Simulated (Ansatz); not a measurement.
**FH3KSi, charge +1: a pair, distance and angle**

How does the energy of FH3KSi, charge +1 change over two coordinates at once? A grid of runs gives the map.

Computed with Ansatz 0.2.0. Level: RKS PBE0-D4/def2-TZVPD.

## (1) The system as given

6 atoms, charge 1, spin multiplicity 1.

Atoms are counted from 1 here; the program's logs count them from 0.

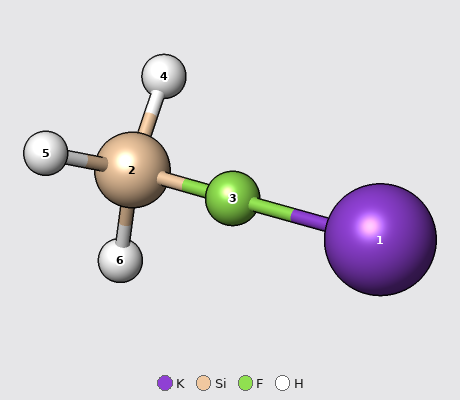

The starting geometry (potassium purple, silicon light orange, fluorine green, hydrogen white); atoms are numbered from 1 in the order of the file.

Coordinates:

```xyz
6

K    -0.0852    0.8650   -3.3257
Si    0.0199   -0.2039    0.7751
F    -0.0221    0.2244   -0.8836
H    -1.2633    0.3137    1.3327
H     1.2218    0.4939    1.3165
H     0.1288   -1.6929    0.7850
```

This geometry comes from a loose relaxation at PBE in a small basis, which is not shown.

## (2) Relaxing the molecule

Contents of input.yaml:

```yaml
crystal:
  periodic: [false, false, false]
  atoms:
    - { symbol: K, position_ang: [-0.085193, 0.864988, -3.325711] }
    - { symbol: Si, position_ang: [0.019877, -0.203938, 0.775089] }
    - { symbol: F, position_ang: [-0.022069, 0.224374, -0.883597] }
    - { symbol: H, position_ang: [-1.263292, 0.313708, 1.332708] }
    - { symbol: H, position_ang: [1.221839, 0.493894, 1.31651] }
    - { symbol: H, position_ang: [0.128837, -1.692926, 0.785001] }
total_charge: 1
basis:
  gaussian: { orbitals: def2-TZVPD }
hamiltonian:
  xc: pbe0
  dispersion: d4
output:
  forces: true
relax:
  f_tol: 0.003
  max_steps: 120
```

Command:

```console
$ ansatz run input.yaml --threads 1 --pin off --max-ram 2560MiB --backend cpu --events-out ev --progress --plain --runs-dir out
```

Log, shortened:

```text
Warning: RAYON_NUM_THREADS=1 ignored (pool sized by the plan → 1); use --threads N
[...]
Functional definition: PBE0
[...]
1021 factors; their error is unknown
[...]
mean field -26956.06283431 eV, -990.6170376851 hartree, gradient 4.5e-5 eV, S^2 0.000000; 0 other end points of the search recorded, 0 dependent functions left out
[...]
reference -26956.06287202 eV, -990.6170390709 hartree; 22, 22 occupied and 124, 124 virtual orbitals, 1021 factors
relax step   1: F+E_penalty+E_count = -26956.12484091 eV  Δ(F+E_penalty+E_count) = +0.000e0 eV  max|allowed force component| = 1.289e0 eV/Å  Δτ_max = 0.0000 Å  (23 SCF iters, accepted)
[...]
relax step   4: F+E_penalty+E_count = -26956.17735363 eV  Δ(F+E_penalty+E_count) = -5.008e-4 eV  max|allowed force component| = 8.934e-3 eV/Å  Δτ_max = 0.0089 Å  (27 SCF iters, accepted)
[...]
relax step   5: F+E_penalty+E_count = -26956.17737793 eV  Δ(F+E_penalty+E_count) = -2.430e-5 eV  max|allowed force component| = 9.181e-4 eV/Å  Δτ_max = 0.0039 Å  (18 SCF iters, accepted)
1021 factors; their error is unknown
mean field -26956.11557546 eV, -990.6189758868 hartree, gradient 4.5e-5 eV, S^2 0.000000; 1 other end points of the search recorded, 0 dependent functions left out
[...]
reference -26956.11561278 eV, -990.6189772584 hartree; 22, 22 occupied and 124, 124 virtual orbitals, 1021 factors
Total energy: -26956.17741525 eV, -990.6212484571 hartree
Atom 0 at    -0.084664     0.860264    -3.321489 Å, force     0.000017     0.000034    -0.000529 eV/Å
Atom 1 at     0.019245    -0.195490     0.755002 Å, force    -0.000012    -0.000206     0.000843 eV/Å
Atom 2 at    -0.021407     0.217388    -0.842768 Å, force    -0.000036     0.000213    -0.000328 eV/Å
Atom 3 at    -1.248065     0.303065     1.323142 Å, force     0.000888    -0.000426    -0.000051 eV/Å
Atom 4 at     1.208383     0.481859     1.306873 Å, force    -0.000798    -0.000533    -0.000082 eV/Å
Atom 5 at     0.126508    -1.666986     0.779240 Å, force    -0.000059     0.000918     0.000146 eV/Å
Dipole moment:    -0.035600     0.361819    -1.395770 e Å
```

It took 31 s on 1 thread of Arm Neoverse V2, shared host; peak memory 0.29 GiB.

Relaxation path:

| step | energy from step 1 (eV) | largest force component (eV/Å) |
| --- | --- | --- |
| 1 | 0.0000 | 1.2894 |
| 2 | -0.0329 | 0.8678 |
| 3 | -0.0520 | 0.0775 |
| 4 | -0.0525 | 0.0089 |
| 5 | -0.0525 | 0.0009 |

Bonds that changed most:

| bond | before (Å) | after (Å) | change (Å) |
| --- | --- | --- | --- |
| Si2–F3 | 1.714 | 1.651 | -0.063 |
| K1–F3 | 2.526 | 2.562 | +0.036 |
| Si2–H6 | 1.493 | 1.476 | -0.017 |
| Si2–H4 | 1.492 | 1.476 | -0.016 |
| Si2–H5 | 1.492 | 1.476 | -0.016 |

## (3) Reference: SiH₃F by itself

Contents of input.yaml:

```yaml
crystal:
  periodic: [false, false, false]
  atoms:
    - { symbol: Si, position_ang: [0.019245, -0.19549, 0.755002] }
    - { symbol: F, position_ang: [-0.021407, 0.217388, -0.842768] }
    - { symbol: H, position_ang: [-1.248065, 0.303065, 1.323142] }
    - { symbol: H, position_ang: [1.208383, 0.481859, 1.306873] }
    - { symbol: H, position_ang: [0.126508, -1.666986, 0.77924] }
basis:
  gaussian: { orbitals: def2-TZVPD }
hamiltonian:
  xc: pbe0
  dispersion: d4
output:
  forces: true
```

Command:

```console
$ ansatz run input.yaml --threads 1 --pin off --max-ram 2560MiB --backend cpu --events-out ev --progress --plain --runs-dir out
```

Log, shortened:

```text
Warning: RAYON_NUM_THREADS=1 ignored (pool sized by the plan → 1); use --threads N
[...]
Functional definition: PBE0
[...]
646 factors; their error is unknown
[...]
mean field -10640.12230962 eV, -391.0172827446 hartree, gradient 7.8e-5 eV, S^2 0.000000; 0 other end points of the search recorded, 0 dependent functions left out
[...]
reference -10640.12234159 eV, -391.0172839196 hartree; 13, 13 occupied and 97, 97 virtual orbitals, 646 factors
Total energy: -10640.16062238 eV, -391.0186907125 hartree
Atom 0 at     0.019245    -0.195490     0.755002 Å, force    -0.045972     0.466612    -1.804017 eV/Å
Atom 1 at    -0.021407     0.217388    -0.842768 Å, force     0.030865    -0.313192     1.211132 eV/Å
Atom 2 at    -1.248065     0.303065     1.323142 Å, force    -0.023188    -0.037945     0.201840 eV/Å
Atom 3 at     1.208383     0.481859     1.306873 Å, force     0.031100    -0.033989     0.201439 eV/Å
Atom 4 at     0.126508    -1.666986     0.779240 Å, force     0.007194    -0.081487     0.189606 eV/Å
Dipole moment:     0.009013    -0.091506     0.354010 e Å
```

Run time: 1.7 s. Hardware: 1 thread of Arm Neoverse V2, shared host; peak memory 0.15 GiB.

## (4) Reference: K+ by itself

Contents of input.yaml:

```yaml
crystal:
  periodic: [false, false, false]
  atoms:
    - { symbol: K, position_ang: [-0.084664, 0.860264, -3.321489] }
total_charge: 1
basis:
  gaussian: { orbitals: def2-TZVPD }
hamiltonian:
  xc: pbe0
```

Command:

```console
$ ansatz run input.yaml --threads 1 --pin off --max-ram 2560MiB --backend cpu --events-out ev --progress --plain --runs-dir out
```

Log:

```text
Warning: RAYON_NUM_THREADS=1 ignored (pool sized by the plan → 1); use --threads N
Engine: ansatz 0.2.0, aarch64-unknown-linux-gnu
Functional definition: PBE0
  parameter a = 0.25
  parameter kappa = 0.804
  parameter beta = 0.06672455060314922
  exchange = (1 - a)*pbe_x(kappa = kappa, mu = beta*pi^2/3) + a*exact_x
  correlation = pbe_c(beta = beta)
306 factors; their error is unknown
mean field evaluation 1: about -16315.2785 eV, gradient 1.1e0 eV
mean field evaluation 2: about -16315.2802 eV, gradient 5.3e-1 eV
mean field evaluation 4: about -16315.3573 eV, gradient 4.5e-2 eV
mean field evaluation 8: about -16315.3573 eV, gradient 7.5e-5 eV
mean field -16315.35733870 eV, -599.5783232509 hartree, gradient 7.5e-5 eV, S^2 0.000000; 0 other end points of the search recorded, 0 dependent functions left out
reference -16315.35735592 eV, -599.5783238838 hartree; 9, 9 occupied and 27, 27 virtual orbitals, 306 factors
Total energy: -16315.35735592 eV, -599.5783238838 hartree
```

It took 0.37 s on 1 thread of Arm Neoverse V2, shared host; peak memory 0.078 GiB.

## (5) Plan of the scan

The axes are (1) distance F3···K1: 9 values from 2.152 to 4.152 Å; (2) turn of K1 about F3: 9 values from −120 to 120 °.

Nothing else is relaxed (both partners rigid). Energies count from the ion and the molecule far apart, frozen as in the relaxed pair, each in its own basis (no counterpoise correction).

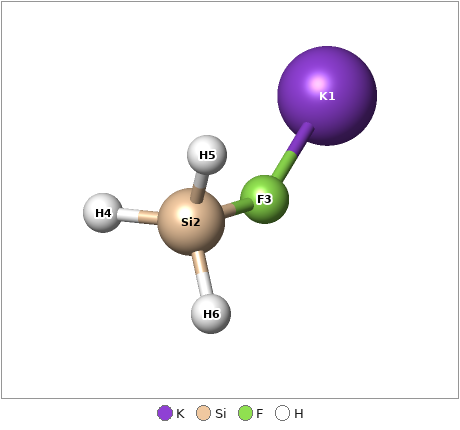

The geometry at distance F3···K1 = 2.439 Å, turn of K1 about F3 = 30°.

Of the runs on the grid, 3 are shown in the steps below; the others differ only in the two coordinates.

## (6) Point distance F3···K1 = 2.439 Å, turn of K1 about F3 = 30°

Contents of input.yaml:

```yaml
crystal:
  periodic: [false, false, false]
  atoms:
    - { symbol: K, position_ang: [-0.144856, 1.925489, -2.579395] }
    - { symbol: Si, position_ang: [0.019245, -0.19549, 0.755002] }
    - { symbol: F, position_ang: [-0.021407, 0.217388, -0.842768] }
    - { symbol: H, position_ang: [-1.248065, 0.303065, 1.323142] }
    - { symbol: H, position_ang: [1.208383, 0.481859, 1.306873] }
    - { symbol: H, position_ang: [0.126508, -1.666986, 0.77924] }
total_charge: 1
basis:
  gaussian: { orbitals: def2-TZVPD }
hamiltonian:
  xc: pbe0
  dispersion: d4
output:
  forces: true
```

Command:

```console
$ ansatz run input.yaml --threads 1 --pin off --max-ram 2560MiB --backend cpu --events-out ev --progress --plain --runs-dir out
```

Log, shortened:

```text
Warning: RAYON_NUM_THREADS=1 ignored (pool sized by the plan → 1); use --threads N
[...]
Functional definition: PBE0
[...]
1021 factors; their error is unknown
[...]
mean field -26956.05793257 eV, -990.6168575498 hartree, gradient 4.1e-5 eV, S^2 0.000000; 0 other end points of the search recorded, 0 dependent functions left out
[...]
reference -26956.05796981 eV, -990.6168589183 hartree; 22, 22 occupied and 124, 124 virtual orbitals, 1021 factors
Total energy: -26956.11706616 eV, -990.6190306689 hartree
Atom 0 at    -0.144856     1.925489    -2.579395 Å, force    -0.014499     0.188815    -0.292403 eV/Å
Atom 1 at     0.019245    -0.195490     0.755002 Å, force     0.018938    -0.302427     0.024084 eV/Å
Atom 2 at    -0.021407     0.217388    -0.842768 Å, force     0.003397    -0.016336     0.258282 eV/Å
Atom 3 at    -1.248065     0.303065     1.323142 Å, force    -0.005260     0.045167    -0.005430 eV/Å
Atom 4 at     1.208383     0.481859     1.306873 Å, force    -0.000334     0.045819    -0.005855 eV/Å
Atom 5 at     0.126508    -1.666986     0.779240 Å, force    -0.002243     0.038962     0.021322 eV/Å
Dipole moment:    -0.063690     0.866611    -0.995683 e Å
```

Wall time 5 s (1 thread of Arm Neoverse V2, shared host); peak memory 0.28 GiB.

On the map this point reads −58 kJ/mol.

## (7) Point distance F3···K1 = 4.152 Å, turn of K1 about F3 = 0°

input.yaml, as its differences from that of step 6:

```diff
@@ -3,3 +3,3 @@
   atoms:
-    - { symbol: K, position_ang: [-0.144856, 1.925489, -2.579395] }
+    - { symbol: K, position_ang: [-0.123941, 1.259437, -4.860569] }
     - { symbol: Si, position_ang: [0.019245, -0.19549, 0.755002] }
```

Command:

```console
$ ansatz run input.yaml --threads 1 --pin off --max-ram 2560MiB --backend cpu --events-out ev --progress --plain --runs-dir out
```

Log, shortened:

```text
Warning: RAYON_NUM_THREADS=1 ignored (pool sized by the plan → 1); use --threads N
[...]
Functional definition: PBE0
[...]
1021 factors; their error is unknown
[...]
mean field -26955.76017689 eV, -990.6059152301 hartree, gradient 2.1e-5 eV, S^2 0.000000; 0 other end points of the search recorded, 0 dependent functions left out
[...]
reference -26955.76021694 eV, -990.6059167019 hartree; 22, 22 occupied and 124, 124 virtual orbitals, 1021 factors
Total energy: -26955.83067235 eV, -990.6085058908 hartree
Atom 0 at    -0.123941     1.259437    -4.860569 Å, force     0.004170    -0.042222     0.162672 eV/Å
Atom 1 at     0.019245    -0.195490     0.755002 Å, force    -0.024374     0.247416    -0.956833 eV/Å
Atom 2 at    -0.021407     0.217388    -0.842768 Å, force     0.012593    -0.128041     0.495873 eV/Å
Atom 3 at    -1.248065     0.303065     1.323142 Å, force    -0.011963    -0.018939     0.101632 eV/Å
Atom 4 at     1.208383     0.481859     1.306873 Å, force     0.015927    -0.016901     0.101398 eV/Å
Atom 5 at     0.126508    -1.666986     0.779240 Å, force     0.003647    -0.041313     0.095258 eV/Å
Dipole moment:    -0.062552     0.635716    -2.452081 e Å
```

Wall time 4.8 s (1 thread of Arm Neoverse V2, shared host); peak memory 0.27 GiB.

On the map this point reads −30 kJ/mol.

## (8) Point distance F3···K1 = 2.658 Å, turn of K1 about F3 = 0°

input.yaml, as its differences from that of step 7:

```diff
@@ -3,3 +3,3 @@
   atoms:
-    - { symbol: K, position_ang: [-0.123941, 1.259437, -4.860569] }
+    - { symbol: K, position_ang: [-0.087047, 0.88448, -3.414858] }
     - { symbol: Si, position_ang: [0.019245, -0.19549, 0.755002] }
```

Command:

```console
$ ansatz run input.yaml --threads 1 --pin off --max-ram 2560MiB --backend cpu --events-out ev --progress --plain --runs-dir out
```

Log, shortened:

```text
Warning: RAYON_NUM_THREADS=1 ignored (pool sized by the plan → 1); use --threads N
[...]
Functional definition: PBE0
[...]
1021 factors; their error is unknown
[...]
mean field -26956.10673963 eV, -990.6186511760 hartree, gradient 4.1e-5 eV, S^2 0.000000; 0 other end points of the search recorded, 0 dependent functions left out
[...]
reference -26956.10677695 eV, -990.6186525474 hartree; 22, 22 occupied and 124, 124 virtual orbitals, 1021 factors
Total energy: -26956.17027582 eV, -990.6209860881 hartree
Atom 0 at    -0.087047     0.884480    -3.414858 Å, force     0.003391    -0.034255     0.131724 eV/Å
Atom 1 at     0.019245    -0.195490     0.755002 Å, force    -0.002331     0.023484    -0.090766 eV/Å
Atom 2 at    -0.021407     0.217388    -0.842768 Å, force    -0.001750     0.017630    -0.067363 eV/Å
Atom 3 at    -1.248065     0.303065     1.323142 Å, force    -0.000472    -0.001957     0.008981 eV/Å
Atom 4 at     1.208383     0.481859     1.306873 Å, force     0.000877    -0.001850     0.008925 eV/Å
Atom 5 at     0.126508    -1.666986     0.779240 Å, force     0.000286    -0.003052     0.008499 eV/Å
Dipole moment:    -0.037367     0.379771    -1.465012 e Å
```

Run time: 4.9 s. Hardware: 1 thread of Arm Neoverse V2, shared host; peak memory 0.28 GiB.

That is −63 kJ/mol from the zero.

## (9) The map

71 points were computed, and 10 have no value (skipped by design, atoms too close, or no result). Energies in kJ/mol, from the ion and the molecule far apart, frozen as in the relaxed pair, each in its own basis (no counterpoise correction):

```
turn of K1 about F3 (°) ↓, distance F3···K1 (Å) →  2.152  2.260  2.439  2.658  2.910  3.187  3.489  3.811  4.152
                                              120      –      –      –    177     91     37      8     −3     −6
                                               90     46     17     −9    −22    −25    −23    −23    −22    −17
                                               60     −8    −28    −44    −47    −44    −42    −36    −30    −24
                                               30    −27    −45    −58    −59    −55    −50    −42    −35    −29
                                                0    −33    −50    −62    −63    −58    −52    −44    −36    −30
                                              −30    −28    −45    −58    −60    −55    −50    −42    −35    −29
                                              −60    −11    −31    −46    −49    −46    −43    −37    −31    −25
                                              −90     64     31     −2    −20    −27    −27    −25    −27    −22
                                             −120      –      –      –      –      –      –      –     47      5
```

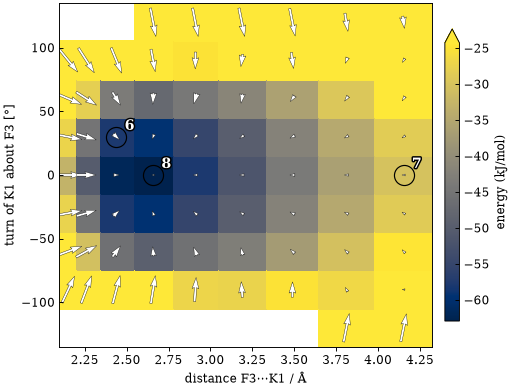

The map; numbers mark the steps of this session that print a point's run. The picture shows one coloured cell a grid point, arrows along the force (downhill), longer where it is stronger, one colour for all values above the top of the scale, blanks where no value was computed.

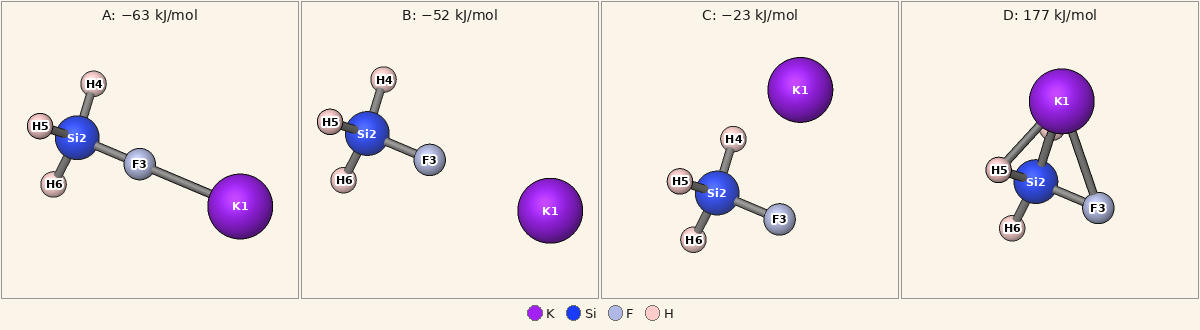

Structures on the grid, at one scale: A at distance F3···K1 = 2.658 Å, turn of K1 about F3 = 0°; B at distance F3···K1 = 3.187 Å, turn of K1 about F3 = 0°; C at distance F3···K1 = 3.489 Å, turn of K1 about F3 = 90°; D at distance F3···K1 = 2.658 Å, turn of K1 about F3 = 120°.

On the same grid, largest force on an atom (eV/Å):

| turn of K1 about F3 (°) ↓, distance F3···K1 (Å) → | 2.152 | 2.260 | 2.439 | 2.658 | 2.910 | 3.187 | 3.489 | 3.811 | 4.152 |
| --- | --- | --- | --- | --- | --- | --- | --- | --- | --- |
| 120 | – | – | – | 6.3 | 4.4 | 3.4 | 2.9 | 2.7 | 2.6 |
| 90 | 3.6 | 2.4 | 1.8 | 1.6 | 1.5 | 1.5 | 1.6 | 1.6 | 1.7 |
| 60 | 2.5 | 1.5 | 0.7 | 0.7 | 0.7 | 0.9 | 1.0 | 1.1 | 1.2 |
| 30 | 2.3 | 1.3 | 0.3 | 0.3 | 0.4 | 0.6 | 0.8 | 0.9 | 1.0 |
| 0 | 2.2 | 1.2 | 0.3 | 0.1 | 0.3 | 0.5 | 0.7 | 0.9 | 1.0 |
| −30 | 2.2 | 1.3 | 0.3 | 0.3 | 0.4 | 0.6 | 0.8 | 0.9 | 1.0 |
| −60 | 2.5 | 1.4 | 0.8 | 0.8 | 0.8 | 0.9 | 1.0 | 1.2 | 1.3 |
| −90 | 4.3 | 3.0 | 2.0 | 1.8 | 1.7 | 1.7 | 1.8 | 1.8 | 1.8 |
| −120 | – | – | – | – | – | – | – | 2.7 | 2.7 |

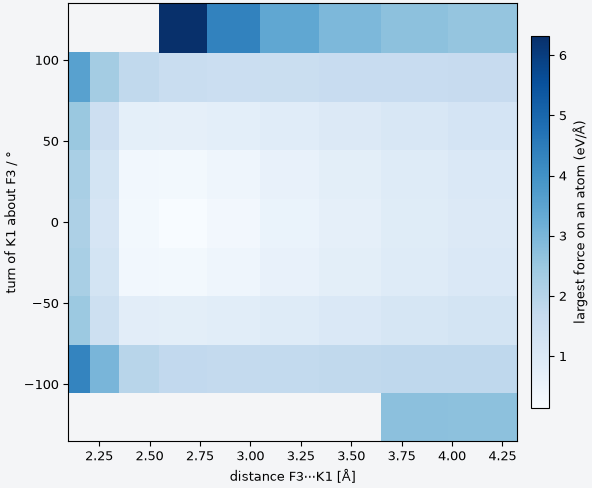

The largest force on an atom over the grid. In the figure: one coloured cell a grid point, blanks where no value was computed.

## (10) Results

| quantity | value |
| --- | --- |
| lowest point | distance F3···K1 = 2.658 Å, turn of K1 about F3 = 0°, −63 kJ/mol |
| highest computed point (blank points may lie higher) | distance F3···K1 = 2.658 Å, turn of K1 about F3 = 120°, 240 kJ/mol above the lowest |
| largest force on an atom (eV/Å) | 0.1 at distance F3···K1 = 2.658 Å, turn of K1 about F3 = 0° to 6.3 at distance F3···K1 = 2.658 Å, turn of K1 about F3 = 120°; 0.1 at the lowest point |
| time for the whole task | 7.1 min on 1 thread, shared host |

**Reading.** The lowest computed point is at distance F3···K1 = 2.658 Å, turn of K1 about F3 = 0°, −63 kJ/mol from the ion and the molecule far apart, frozen as in the relaxed pair, each in its own basis (no counterpoise correction). The grid is coarse, so the true minimum lies between grid points and may sit elsewhere than the lowest one. The highest computed point, distance F3···K1 = 2.658 Å, turn of K1 about F3 = 120°, lies 240 kJ/mol above the lowest. Between some neighbouring points the energy changes steeply; a change of electronic state there was not ruled out. Without a counterpoise correction the wells come out somewhat too deep.
